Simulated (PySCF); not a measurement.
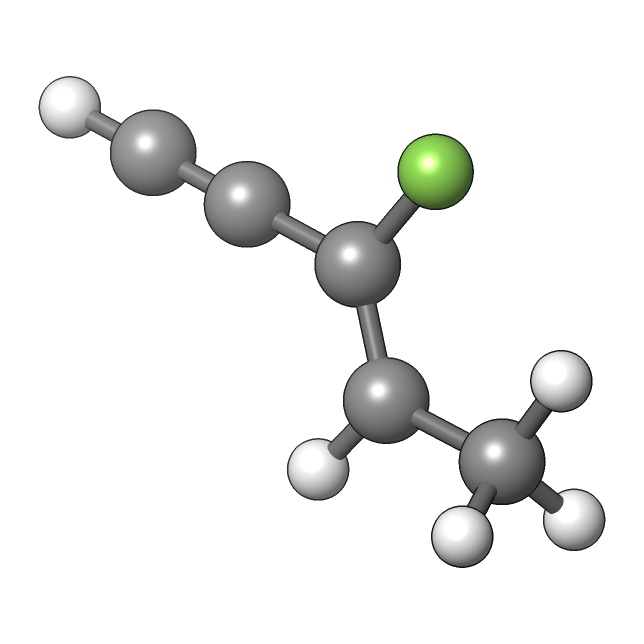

Rendered structure (ball-and-stick style). Every bond is drawn as one stick, whatever its order. Colours: carbon grey, fluorine green, hydrogen white.

> Give the formula.

C₅H₅F, 11 atoms: 5 carbon, 5 hydrogen and 1 fluorine.

> How many sets of symmetry-equivalent atoms are there?

10: 1 C, 1 C, 1 C, 1 F, 1 C, 1 C, 1 H, 1 H, 2 H, 1 H.

More results for the same structure follow; atom numbers are the same in all pictures, views and colours differ. The computed structure is the end point of a PBE0-D3(BJ)/def2-SVP optimisation. No frequency run is at hand to confirm it as a minimum.

Geometry

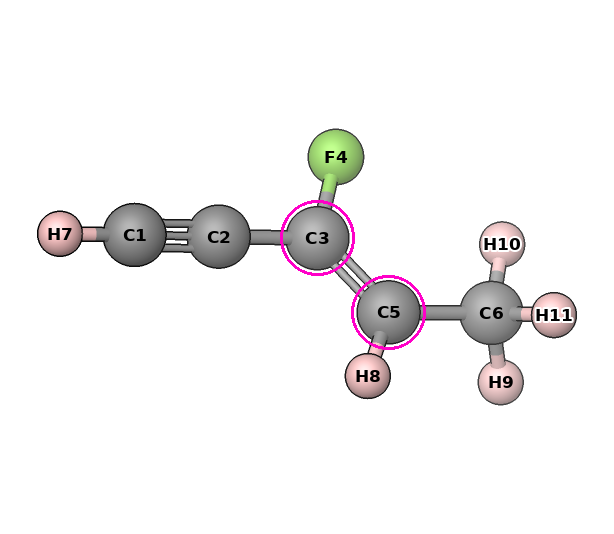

Depth is shown by fading: the farther an atom, the more it takes the colour of the background. Circles mark the stereogenic atoms. No frequency run is at hand to confirm it as a minimum.

> What are the Cahn–Ingold–Prelog descriptors?

C3=C5: Z.

NMR shielding

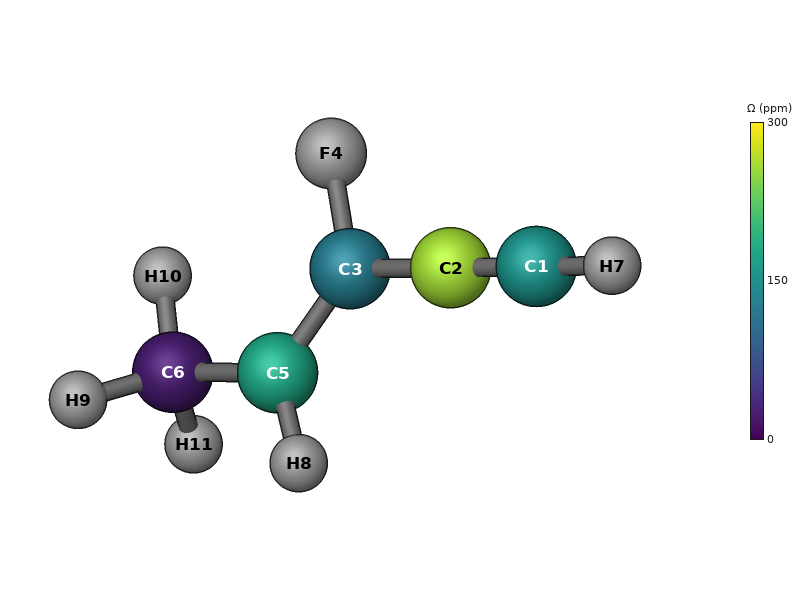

The C atoms are coloured by the span of their shielding tensor. No frequency run is at hand to confirm it as a minimum. Method: GIAO PBE0/6-31G* NMR shielding, non-relativistic, gas phase (PySCF 2.14.0). Principal shieldings σ11 ≤ σ22 ≤ σ33, span Ω = σ33 − σ11, skew κ = 3(σiso − σ22)/Ω.

> Which C atom has the most anisotropic shielding?

C2, with a span of 259 ppm.

Give the shielding tensors of the C atoms.

```
atom    σ11    σ22    σ33   σiso      Ω      κ
  C1   59.9   73.8  215.6  116.4  155.7   0.82
  C2   37.9   38.1  296.8  124.3  258.9   1.00
  C3  −25.2   97.1   99.8   57.2  125.0  −0.96
  C5  −17.1   97.6  162.1   80.9  179.2  −0.28
  C6  166.4  188.8  190.9  182.0   24.5  −0.83
```

Shieldings and span in ppm.

Spin–spin coupling

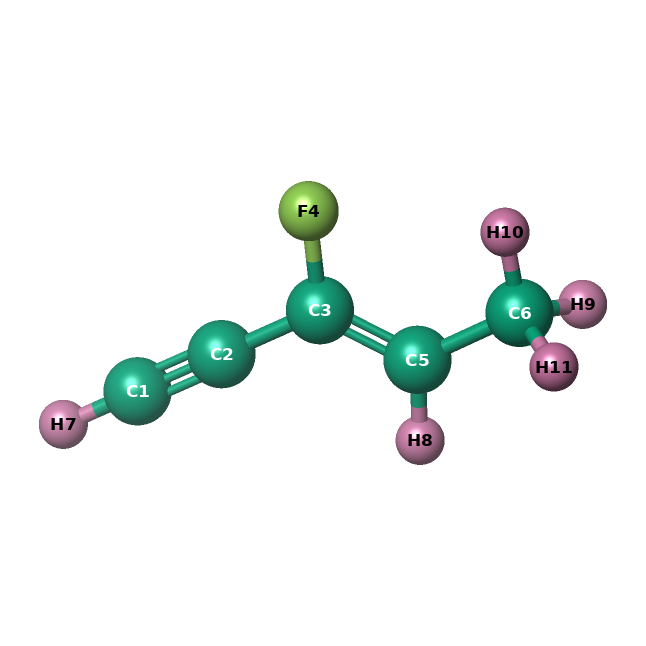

No frequency run is at hand to confirm it as a minimum. Properties computed with B3LYP/cc-pVTZ indirect spin-spin coupling, non-relativistic, gas phase (PySCF 2.14.0). Isotopes: 13C, 19F, 1H.

Give the spin–spin coupling constants of these pairs, with the number of bonds between them: C3/F4, C2/F4, F4/C5, C1/F4, F4/H8.

```csv
pair,bonds apart,J (Hz)
"C3, F4",1,−301.8
"C2, F4",2,36.5
"F4, C5",2,11.7
"C1, F4",3,2.3
"F4, H8",3,21.5
```

Density functionals are unreliable for couplings to fluorine, so those rows may be far off.

Charges

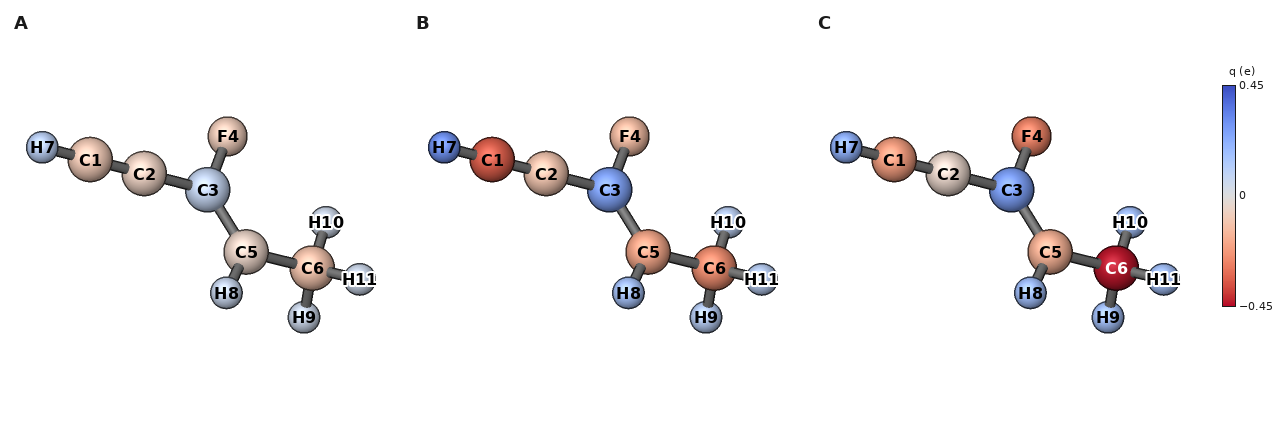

Atomic charges of one calculation by 3 schemes, on one colour scale. No frequency run is at hand to confirm it as a minimum. Method: PBE0/6-311+G(2d,p) (PySCF 2.14.0).

> The schemes are ESP-fitted, Hirshfeld, IAO. Which panel shows which?

A Hirshfeld, B ESP-fitted, C IAO.

List the charges (e), one line for each set of equivalent atoms.

| atom | Hirshfeld | ESP-fitted | IAO |
| --- | --- | --- | --- |
| C1 | −0.09 | −0.34 | −0.21 |
| C2 | −0.06 | −0.10 | −0.04 |
| C3 | 0.08 | 0.25 | 0.26 |
| F4 | −0.08 | −0.13 | −0.27 |
| C5 | −0.05 | −0.19 | −0.16 |
| C6 | −0.11 | −0.25 | −0.43 |
| H7 | 0.10 | 0.30 | 0.21 |
| H8 | 0.06 | 0.15 | 0.17 |
| H9, H11 | 0.05 | 0.11 | 0.16 |
| H10 | 0.05 | 0.10 | 0.16 |

Electronic properties

No frequency run is at hand to confirm it as a minimum. Method: B3LYP/6-31G*, gas phase (PySCF 2.14.0).

Computed properties:

- dipole moment: 1.37 D
- HOMO energy (Kohn–Sham orbital): −6.32 eV
- LUMO energy (Kohn–Sham orbital): −0.55 eV
- HOMO–LUMO gap: 5.77 eV
